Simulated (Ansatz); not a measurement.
# Amorphous Si2O: valence band and core levels, part 2 of 8

Aim: make a small model of amorphous Si2O and see how disorder spreads its core levels and valence spectrum.

Ansatz 0.2.0; DFT, PBE, plane-wave PAW, scalar-relativistic; PAW set soft_1.

So far: The structure; Relaxation.

## (3) Dynamics at 3200 K

A short run with the thermostat set to 3200 K, starting from rest and too brief to equilibrate, lets the random network rearrange; the cutoff and mesh are cut down, since only a plausible structure is wanted. It starts from the last accepted geometry of the run before, which hadn't met its force target.

Contents of input.yaml:

```yaml
crystal:
  lattice:
    - [9.1363297067, 0.0, 0.0]
    - [0.0, 9.1363297067, 0.0]
    - [0.0, 0.0, 9.1363297067]
  atoms:
    - { symbol: Si, position: [0.39382543, 0.30832436, 0.38447573] }
    - { symbol: Si, position: [0.31841835, 0.96840244, 0.7702789] }
    - { symbol: Si, position: [0.77806047, 0.37791226, 0.60194008] }
    - { symbol: Si, position: [-0.00995279, 0.0155407, 0.79353868] }
    - { symbol: Si, position: [0.81876347, -0.05407905, 0.21618977] }
    - { symbol: Si, position: [0.12500359, 0.08171837, 0.50719547] }
    - { symbol: Si, position: [0.75158376, 0.45152026, 0.16104071] }
    - { symbol: Si, position: [0.89516428, 0.12094901, 0.38838375] }
    - { symbol: Si, position: [0.89072103, 0.38179412, 0.36665938] }
    - { symbol: Si, position: [1.02784907, 0.26859528, 0.81626454] }
    - { symbol: Si, position: [0.40371978, 0.39736044, 0.92460006] }
    - { symbol: Si, position: [0.72667747, 0.80112236, 0.95778538] }
    - { symbol: Si, position: [0.62737119, 0.67816729, 0.619755] }
    - { symbol: Si, position: [0.95018999, 0.72100299, 0.36203214] }
    - { symbol: Si, position: [0.29090413, 0.81126111, 0.98702535] }
    - { symbol: Si, position: [0.98344492, 0.85934804, 0.00945993] }
    - { symbol: Si, position: [0.17125663, 0.84754636, 0.25131525] }
    - { symbol: Si, position: [0.19734369, 0.37333416, 0.09340655] }
    - { symbol: Si, position: [0.00054354, 0.53367919, 0.17554434] }
    - { symbol: Si, position: [1.10392776, 0.63738385, 0.92792196] }
    - { symbol: Si, position: [0.7333945, 1.01232478, 0.80381272] }
    - { symbol: Si, position: [0.61373836, 0.69215179, 0.18197493] }
    - { symbol: Si, position: [0.49230524, 0.64478595, 0.92867139] }
    - { symbol: Si, position: [0.1671981, 0.64214988, 0.51564503] }
    - { symbol: Si, position: [0.67048949, 0.21635428, 1.05563244] }
    - { symbol: Si, position: [0.21608557, 0.31658818, 0.64740844] }
    - { symbol: Si, position: [0.67041265, 0.15707982, 0.52139274] }
    - { symbol: Si, position: [0.36005673, 0.72527232, 0.69961311] }
    - { symbol: O, position: [0.16132036, 0.46648864, 0.55755628] }
    - { symbol: O, position: [0.07461278, 0.2733995, -0.00299157] }
    - { symbol: O, position: [0.10959357, -0.04085984, 0.65537313] }
    - { symbol: O, position: [0.75601792, 0.16345721, 0.9048546] }
    - { symbol: O, position: [0.20298983, -0.01576399, 0.37300241] }
    - { symbol: O, position: [0.28566559, 0.28844734, 0.23421539] }
    - { symbol: O, position: [0.88548359, 0.36717797, 0.74962695] }
    - { symbol: O, position: [0.66284484, 0.67363987, 0.82715743] }
    - { symbol: O, position: [0.67767946, 0.06278987, 0.15539862] }
    - { symbol: O, position: [0.51975127, 0.17635101, 0.41650949] }
    - { symbol: O, position: [0.36237287, 0.35471476, 0.75162316] }
    - { symbol: O, position: [0.62618318, 1.04471, 0.66039418] }
    - { symbol: O, position: [0.50773627, 0.26390411, 0.99162654] }
    - { symbol: O, position: [0.64562392, 0.49512399, 0.62249166] }
kpoints:
  mp_grid: { grid: [1, 1, 1] }
scf:
  occupations: { method: fermi_dirac, width: 0.1 }
  n_extra_bands: 27
hamiltonian:
  xc: pbe
  pseudopotentials: { kind: paw, azcp: { folder: soft_1 } }
output:
  forces: true
basis:
  ecutwfc: 320
md:
  timestep: 1.5
  n_steps: 495
  ensemble: nvt_langevin
  temperature: 3200
  seed: 2
```

On the command line:

```
$ ansatz run input.yaml --threads 8 --pin off --max-ram 23552MiB --backend cpu --events-out ev --progress --plain --runs-dir out
```

Numbers of over 12 decimals in the logs are rounded to 6 here.

What it wrote:

```text
Warning: md: disabling space-group detection — thermal motion breaks the input geometry's symmetry, so no spatial operation reduces the k-mesh or symmetrises the density; time reversal is kept, so that k and −k are solved as one point where they differ and the mesh holds both, and exact exchange and, on two spinor components, a DFT+U term hold to it where the run has them: on two components no moment then forms, and  [...]
[...]
Crystal: 42 atoms, lattice volume = 762.632 Å³
Basis set: ecut = 320 eV, 9843 PW (Γ), exchange–correlation on 108×108×108 points (8 copies of the dense FFT grid, shifted against one another)
Bands: 125, of which v1, the nominal top of the filled ones, is band 98 counted from 1 (97 counted from 0)
Symmetry: 1 space group operations
k-points: 1
[...]
SCF iter   1: F=—  HF=-25753.084947 eV  |F-HF|=—  |Δ(HF+E_count)|=         —  Δρ=4.90e-2  dr2=4.32e1  ethr=3.10e-3  ⟨swp⟩=9.0  Hψ=668  notcnv=0  defer=3
[...]
SCF iter  13: F=-25743.994493 eV  HF=-25743.994493 eV  |F-HF|=1.84e-8  |Δ(HF+E_count)|=   1.29e-7  Δρ=1.47e-6  dr2=3.55e-8  ethr=2.14e-11  ⟨swp⟩=3.0  Hψ=534  notcnv=0
SCF 1 converged in 13 iterations: F = -25743.994493 eV  dr2 = 3.55e-8
[...]
md step     0: t =     0.00 fs  T =     0.0 K  F+E_penalty+E_count = -25743.99449301 eV  E_kin = 0.000000 eV  (13 SCF iters)
[...]
SCF iter   8: F=-25743.991949 eV  HF=-25743.991949 eV  |F-HF|=2.23e-9  |Δ(HF+E_count)|=   9.38e-9  Δρ=5.66e-7  dr2=5.19e-9  ethr=2.14e-11  ⟨swp⟩=4.0  Hψ=396  notcnv=0
SCF 2 converged in 8 iterations: F = -25743.991949 eV  dr2 = 5.19e-9
md step     1: t =     1.50 fs  T =   110.9 K  F+E_penalty+E_count = -25743.99194949 eV  E_kin = 0.601962 eV  (8 SCF iters)
[...]
SCF iter   8: F=-25743.971544 eV  HF=-25743.971544 eV  |F-HF|=1.44e-8  |Δ(HF+E_count)|=   4.48e-8  Δρ=1.30e-6  dr2=2.09e-8  ethr=2.14e-11  ⟨swp⟩=4.0  Hψ=408  notcnv=0
SCF 3 converged in 8 iterations: F = -25743.971544 eV  dr2 = 2.09e-8
md step     2: t =     3.00 fs  T =   225.7 K  F+E_penalty+E_count = -25743.97154416 eV  E_kin = 1.225536 eV  (8 SCF iters)
[... from here on, the SCF cycles and remarks between the steps are left out ...]
md step     3: t =     4.50 fs  T =   327.8 K  F+E_penalty+E_count = -25743.91442151 eV  E_kin = 1.779517 eV  (8 SCF iters)
md step     4: t =     6.00 fs  T =   370.8 K  F+E_penalty+E_count = -25743.81263340 eV  E_kin = 2.013070 eV  (8 SCF iters)
md step     5: t =     7.50 fs  T =   410.1 K  F+E_penalty+E_count = -25743.68668227 eV  E_kin = 2.226643 eV  (8 SCF iters)
md step     6: t =     9.00 fs  T =   458.5 K  F+E_penalty+E_count = -25743.55299167 eV  E_kin = 2.489268 eV  (7 SCF iters)
md step     7: t =    10.50 fs  T =   522.0 K  F+E_penalty+E_count = -25743.40509504 eV  E_kin = 2.833965 eV  (7 SCF iters)
md step     8: t =    12.00 fs  T =   605.3 K  F+E_penalty+E_count = -25743.23807060 eV  E_kin = 3.286024 eV  (7 SCF iters)
md step     9: t =    13.50 fs  T =   701.6 K  F+E_penalty+E_count = -25743.05222037 eV  E_kin = 3.809161 eV  (7 SCF iters)
md step    10: t =    15.00 fs  T =   779.7 K  F+E_penalty+E_count = -25742.86614762 eV  E_kin = 4.232965 eV  (9 SCF iters)
md step    11: t =    16.50 fs  T =   834.5 K  F+E_penalty+E_count = -25742.70162877 eV  E_kin = 4.530557 eV  (8 SCF iters)
md step    12: t =    18.00 fs  T =   851.2 K  F+E_penalty+E_count = -25742.52471558 eV  E_kin = 4.621197 eV  (7 SCF iters)
md step    13: t =    19.50 fs  T =   936.8 K  F+E_penalty+E_count = -25742.31044098 eV  E_kin = 5.085782 eV  (8 SCF iters)
md step    14: t =    21.00 fs  T =   914.1 K  F+E_penalty+E_count = -25742.06270734 eV  E_kin = 4.962542 eV  (8 SCF iters)
md step    15: t =    22.50 fs  T =   895.3 K  F+E_penalty+E_count = -25741.80600083 eV  E_kin = 4.860508 eV  (8 SCF iters)
md step    16: t =    24.00 fs  T =  1020.0 K  F+E_penalty+E_count = -25741.55855588 eV  E_kin = 5.537276 eV  (7 SCF iters)
md step    17: t =    25.50 fs  T =  1043.2 K  F+E_penalty+E_count = -25741.32987541 eV  E_kin = 5.663490 eV  (8 SCF iters)
md step    18: t =    27.00 fs  T =   959.4 K  F+E_penalty+E_count = -25741.13360358 eV  E_kin = 5.208422 eV  (7 SCF iters)
md step    19: t =    28.50 fs  T =   950.3 K  F+E_penalty+E_count = -25740.97030927 eV  E_kin = 5.158945 eV  (8 SCF iters)
md step    20: t =    30.00 fs  T =   995.5 K  F+E_penalty+E_count = -25740.79909576 eV  E_kin = 5.404654 eV  (9 SCF iters)
md step    21: t =    31.50 fs  T =  1009.4 K  F+E_penalty+E_count = -25740.58727028 eV  E_kin = 5.480031 eV  (7 SCF iters)
md step    22: t =    33.00 fs  T =  1065.9 K  F+E_penalty+E_count = -25740.35659329 eV  E_kin = 5.786865 eV  (8 SCF iters)
md step    23: t =    34.50 fs  T =  1134.7 K  F+E_penalty+E_count = -25740.10096437 eV  E_kin = 6.160014 eV  (7 SCF iters)
md step    24: t =    36.00 fs  T =  1213.3 K  F+E_penalty+E_count = -25739.81730769 eV  E_kin = 6.586937 eV  (7 SCF iters)
md step    25: t =    37.50 fs  T =  1214.2 K  F+E_penalty+E_count = -25739.55772339 eV  E_kin = 6.591709 eV  (7 SCF iters)
md step    26: t =    39.00 fs  T =  1220.0 K  F+E_penalty+E_count = -25739.34325243 eV  E_kin = 6.623219 eV  (7 SCF iters)
md step    27: t =    40.50 fs  T =  1167.3 K  F+E_penalty+E_count = -25739.10727270 eV  E_kin = 6.337132 eV  (7 SCF iters)
md step    28: t =    42.00 fs  T =  1147.1 K  F+E_penalty+E_count = -25738.86709506 eV  E_kin = 6.227681 eV  (8 SCF iters)
md step    29: t =    43.50 fs  T =  1124.8 K  F+E_penalty+E_count = -25738.71585003 eV  E_kin = 6.106240 eV  (7 SCF iters)
md step    30: t =    45.00 fs  T =  1210.9 K  F+E_penalty+E_count = -25738.62242939 eV  E_kin = 6.573794 eV  (8 SCF iters)
md step    31: t =    46.50 fs  T =  1263.9 K  F+E_penalty+E_count = -25738.53670670 eV  E_kin = 6.861534 eV  (7 SCF iters)
md step    32: t =    48.00 fs  T =  1337.1 K  F+E_penalty+E_count = -25738.46088296 eV  E_kin = 7.258752 eV  (7 SCF iters)
md step    33: t =    49.50 fs  T =  1471.6 K  F+E_penalty+E_count = -25738.39090890 eV  E_kin = 7.989467 eV  (7 SCF iters)
md step    34: t =    51.00 fs  T =  1377.2 K  F+E_penalty+E_count = -25738.29476523 eV  E_kin = 7.476460 eV  (7 SCF iters)
md step    35: t =    52.50 fs  T =  1491.9 K  F+E_penalty+E_count = -25738.16049717 eV  E_kin = 8.099582 eV  (7 SCF iters)
md step    36: t =    54.00 fs  T =  1506.4 K  F+E_penalty+E_count = -25737.99130281 eV  E_kin = 8.177998 eV  (7 SCF iters)
md step    37: t =    55.50 fs  T =  1451.7 K  F+E_penalty+E_count = -25737.80978288 eV  E_kin = 7.881361 eV  (7 SCF iters)
md step    38: t =    57.00 fs  T =  1567.1 K  F+E_penalty+E_count = -25737.63162930 eV  E_kin = 8.507770 eV  (7 SCF iters)
md step    39: t =    58.50 fs  T =  1577.8 K  F+E_penalty+E_count = -25737.48551003 eV  E_kin = 8.565758 eV  (7 SCF iters)
[...]
md step    61: t =    91.50 fs  T =  1534.5 K  F+E_penalty+E_count = -25734.53348337 eV  E_kin = 8.330549 eV  (7 SCF iters)
md step    62: t =    93.00 fs  T =  1556.4 K  F+E_penalty+E_count = -25734.32300310 eV  E_kin = 8.449678 eV  (7 SCF iters)
md step    63: t =    94.50 fs  T =  1627.7 K  F+E_penalty+E_count = -25734.10665464 eV  E_kin = 8.836601 eV  (7 SCF iters)
md step    64: t =    96.00 fs  T =  1697.7 K  F+E_penalty+E_count = -25733.92642767 eV  E_kin = 9.216730 eV  (7 SCF iters)
md step    65: t =    97.50 fs  T =  1648.7 K  F+E_penalty+E_count = -25733.84264599 eV  E_kin = 8.950467 eV  (7 SCF iters)
md step    66: t =    99.00 fs  T =  1735.0 K  F+E_penalty+E_count = -25733.86531561 eV  E_kin = 9.419276 eV  (7 SCF iters)
md step    67: t =   100.50 fs  T =  1739.1 K  F+E_penalty+E_count = -25733.95972953 eV  E_kin = 9.441636 eV  (7 SCF iters)
md step    68: t =   102.00 fs  T =  1800.0 K  F+E_penalty+E_count = -25734.19683121 eV  E_kin = 9.771891 eV  (8 SCF iters)
md step    69: t =   103.50 fs  T =  1860.0 K  F+E_penalty+E_count = -25734.51045438 eV  E_kin = 10.097690 eV  (7 SCF iters)
md step    70: t =   105.00 fs  T =  1801.5 K  F+E_penalty+E_count = -25734.71463900 eV  E_kin = 9.780460 eV  (9 SCF iters)
md step    71: t =   106.50 fs  T =  1916.7 K  F+E_penalty+E_count = -25734.75179046 eV  E_kin = 10.405844 eV  (8 SCF iters)
SCF iter   1: F=—  HF=-25734.585878 eV  |F-HF|=—  |Δ(HF+E_count)|=         —  Δρ=5.25e-4  dr2=1.73e-3  ethr=1.04e-5  ⟨swp⟩=6.0  Hψ=384  notcnv=0  defer=2
[...]
SCF iter   7: F=-25734.586945 eV  HF=-25734.586945 eV  |F-HF|=4.14e-9  |Δ(HF+E_count)|=   2.69e-9  Δρ=6.83e-7  dr2=6.85e-9  ethr=2.14e-11  ⟨swp⟩=4.0  Hψ=410  notcnv=0
SCF 73 converged in 7 iterations: F = -25734.586945 eV  dr2 = 6.85e-9
md step    72: t =   108.00 fs  T =  1804.1 K  F+E_penalty+E_count = -25734.58694544 eV  E_kin = 9.794318 eV  (7 SCF iters)
SCF iter   1: F=—  HF=-25734.273611 eV  |F-HF|=—  |Δ(HF+E_count)|=         —  Δρ=5.87e-4  dr2=2.11e-3  ethr=8.80e-6  ⟨swp⟩=3.0  Hψ=384  notcnv=0  defer=2
[...]
SCF iter   3: F=—  HF=-25734.273154 eV  |F-HF|=—  |Δ(HF+E_count)|=   2.47e-4  Δρ=4.73e-5  dr2=2.08e-5  ethr=5.12e-7  ⟨swp⟩=2.0  Hψ=221  notcn
```

Wall time 6.5 min (8 threads of Arm Neoverse V2, shared host); peak memory 0.56 GiB.

Reading the cycles: dr2 is the Hartree energy of the density residual (eV), the measure of convergence; HF is the Harris–Foulkes estimate of the energy, which meets the free energy F at convergence.

Rows from the run:

```
time (fs)  T (K)  potential (meV/atom)
      0.0      0                   0.0
     49.5   1472                 133.4
     99.0   1735                 241.2
    148.5   2055                 271.0
    198.0   2869                 326.7
    247.5   2539                 433.6
    297.0   2710                 533.6
    346.5   3053                 493.3
    396.0   2555                 535.3
    445.5   3361                 484.0
    495.0   3690                 390.6
    544.5   2613                 440.5
    594.0   2369                 543.1
    643.5   3797                 534.2
    693.0   3611                 537.6
    742.5   4438                 555.8
```

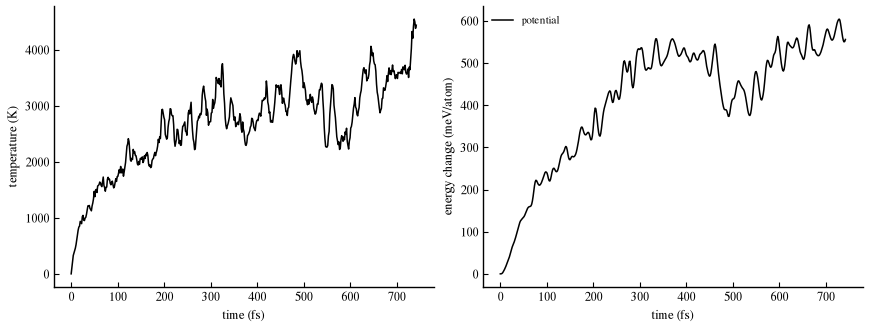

Temperature and energies against time.

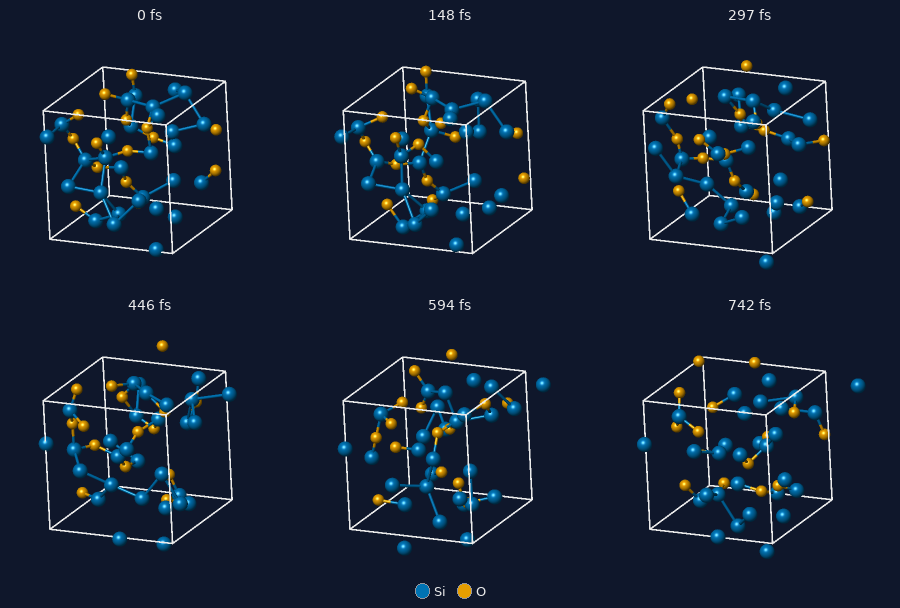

6 frames of the run. Bonds to atoms that aren't drawn are left out.

Mean square displacement at the end: Si 4.3 Å², O 4.4 Å².

The pair distribution g(r) has structure finer than the step of the table below, so its rows give means over 0.25 Å, whole bins alone (the curve runs from 0.0375 to 5.96 Å). Peaks (Å: height): Si–Si 2.662: 1.82, 2.812: 2.48, 3.337: 1.41, 4.088: 1.05, 4.762: 1.40, 5.213: 1.39, 5.812: 1.40; Si–O 1.688: 3.99, 2.362: 1.02, 3.263: 1.55, 4.237: 1.44, 4.463: 1.44, 4.912: 1.38; O–O 2.362: 1.66, 2.662: 2.33, 2.888: 2.48, 3.188: 1.63, 3.562: 2.11, 4.838: 1.37, 5.137: 1.33.

From the last frames. Pair distribution g(r) against r; means over each step:

```
r (Å)  Si–Si   Si–O    O–O
 1.25      0      0      0
 1.50      0   1.44      0
 1.75      0   3.15      0
 2.00  0.118  0.659      0
 2.25  0.796  0.429  0.685
 2.50   1.38  0.590   1.35
 2.75   1.92  0.683   1.42
 3.00   1.46  0.722   1.85
 3.25   1.04   1.01  0.905
 3.50  0.991  0.831   1.39
 3.75  0.692  0.937  0.991
 4.00  0.949   1.18  0.497
 4.25  0.881   1.09  0.577
 4.50  0.952   1.02   1.07
 4.75   1.10  0.936  0.829
 5.00   1.03   1.18   1.05
 5.25   1.10   1.10   1.17
 5.50  0.834  0.996   1.06
 5.75   1.16  0.798  0.873
```

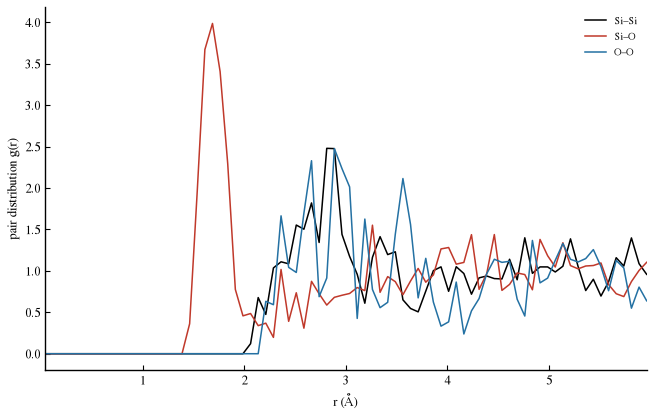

Pair distribution g(r) against r.

Beyond half the shortest lattice vector, 4.6 Å, g(r) counts periodic images.

Numbers from this step:

| Property | Result |
| --- | --- |
| free energy | -25720.6498 eV |
| energy at zero smearing | -25720.3881 eV |
| smearing term TS | 0.5234 eV |
| Fermi energy | 5.101 eV |
| symmetry operations | 1 |

[end of part 2 of 8]

[Logs are printed without paths, hosts, clocks, repeated set-up lines and the standing remarks that a program may print on its own settings, such as how far it seeks lower states.]

[Hosts, paths, dates, database ids (printed as entryN), source tags and the programs' standing remarks are cut or masked in the printed files.]

[Maps of the electrostatic potential energy from Ansatz leave out the sawtooth potential of an applied field or a dipole correction, so their vacuum need not be flat; work functions include it.]
